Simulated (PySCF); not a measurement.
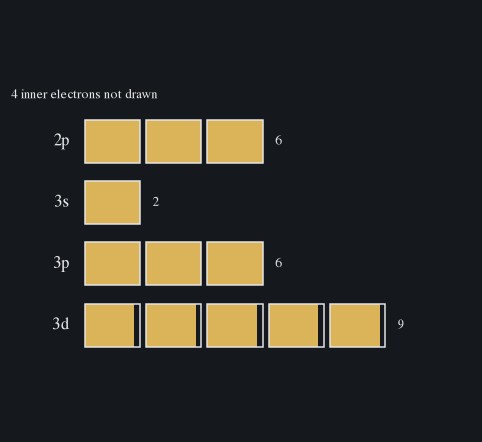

Figure 1. The outer shells of the nominal configuration: a box for each of the 2l + 1 orbitals, shaded by the share of the shell that is filled, with the electron count at the right.

# Ni⁺: atomic calculation

- system: Ni⁺, configuration 1s2 2s2 2p6 3s2 3p6 3d9, multiplicity 2.
- method: unrestricted MN15, x2c-SVPall, spin-free X2C-1e, Gaussian nucleus (PySCF)

### Input file
```python
from pyscf import gto, scf, dft, mp, cc
import basis_set_exchange as bse
mol = gto.M(atom="Ni 0 0 0", charge=1, spin=1, symmetry="D2h",
            basis=gto.basis.parse(bse.get_basis("x2c-SVPall", elements=["Ni"], fmt="nwchem", header=False)),
            nucmod="G")
mf = dft.UKS(mol, xc="MN15").sfx2c1e()
mf.irrep_nelec = {'Ag': (5, 4), 'B1g': (1, 1), 'B2g': (1, 1), 'B3g': (1, 1), 'B1u': (2, 2), 'B2u': (2, 2), 'B3u': (2, 2)}
mf.kernel()
```

The script is an equivalent of what the driver set up; the driver started from orbitals of its own, so the log can be shorter than this script's would be, and it computed the properties (radii, ⟨L²⟩, response) afterwards. It also set what the script leaves out: hgrid = 0.5. It held the occupations shell by shell, which the script's counts by irreducible representation don't always enforce.

The run was one of a batch that the task file lists, launched with:
```bash
OMP_NUM_THREADS=1 python <driver script> TASK.json OUT
```

### Output (extracts)
```
damping factor = 0
level_shift factor = 0
DIIS = <class 'pyscf.scf.diis.CDIIS'>
diis_start_cycle = 1
diis_space = 10
diis_damp = 0
SCF conv_tol = 1e-09
SCF conv_tol_grad = None
number electrons alpha = 14  beta = 13
XC functionals = MN15
    H. S. Yu, X. He, S. L. Li, and D. G. Truhlar.,  Chem. Sci. 7, 5032-5051 (2016)
    H. S. Yu, X. He, S. L. Li, and D. G. Truhlar.,  Chem. Sci. 7, 5032-5051 (2016)
cycle= 1 E= -1521.17080977523  delta_E= -4.25e-05  |g|= 0.171  |ddm|= 0.152
cycle= 2 E= -1521.1597329284  delta_E= 0.0111  |g|= 0.262  |ddm|= 0.173
cycle= 3 E= -1521.17866083382  delta_E= -0.0189  |g|= 0.0049  |ddm|= 0.109
cycle= 4 E= -1521.17875261159  delta_E= -9.18e-05  |g|= 0.00233  |ddm|= 0.0249
cycle= 5 E= -1521.17880676007  delta_E= -5.41e-05  |g|= 0.00148  |ddm|= 0.0239
cycle= 6 E= -1521.1788324965  delta_E= -2.57e-05  |g|= 0.000487  |ddm|= 0.0287
cycle= 7 E= -1521.17883292755  delta_E= -4.31e-07  |g|= 0.000154  |ddm|= 0.002
cycle= 8 E= -1521.17883306465  delta_E= -1.37e-07  |g|= 4.46e-05  |ddm|= 0.00168
cycle= 9 E= -1521.17883307933  delta_E= -1.47e-08  |g|= 4.66e-06  |ddm|= 0.000581
cycle= 10 E= -1521.17883307952  delta_E= -1.88e-10  |g|= 1.26e-06  |ddm|= 9.35e-05
converged SCF energy = -1521.17883307952  <S^2> = 0.76886962  2S+1 = 2.0187814
```

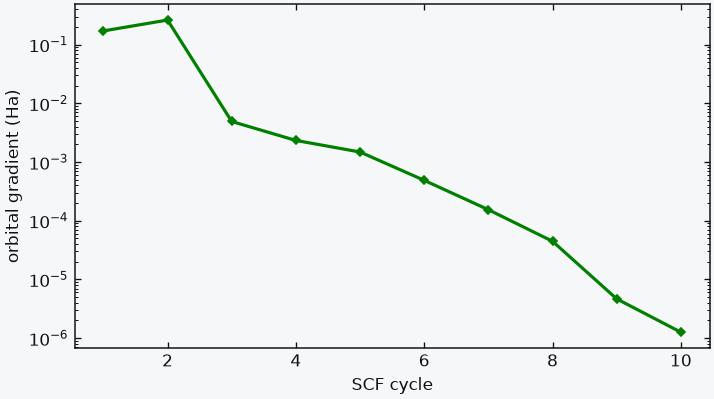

Figure 2. Convergence: orbital gradient against the SCF cycle. The residual falls almost steadily, with no more than small rises or pauses. It goes from 0.17 to 1.3×10⁻⁶ in 10 steps.

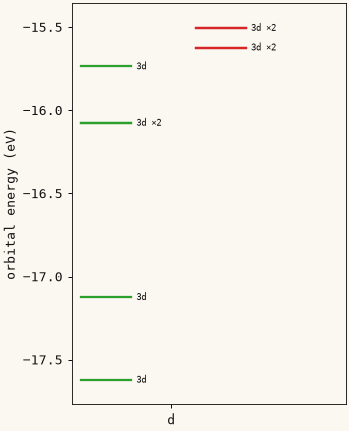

Figure 3. Orbital energies of the mean field, from the top down to −17.6 eV, by angular momentum, α spin at the left of each column and β at the right; ×n counts the orbitals under one label. The highest filled orbital is 3d β at −15.5 eV, the lowest empty one s α at −8.78 eV.

### Outcome

- outcome: converged
- total energy: −1521.1788 hartree
- ⟨S²⟩: 0.769
- ⟨L²⟩: 6.06
- SCF iterations: 10
- hardware: 1 thread of Intel Xeon, 54 GiB of memory available, shared host

### What is odd here

One thing in this input was made odd on purpose: grid misses charge; radial grid too coarse. The program ran to the end. Its numbers are those of this setting; this run alone doesn't show how far the oddity moves them.
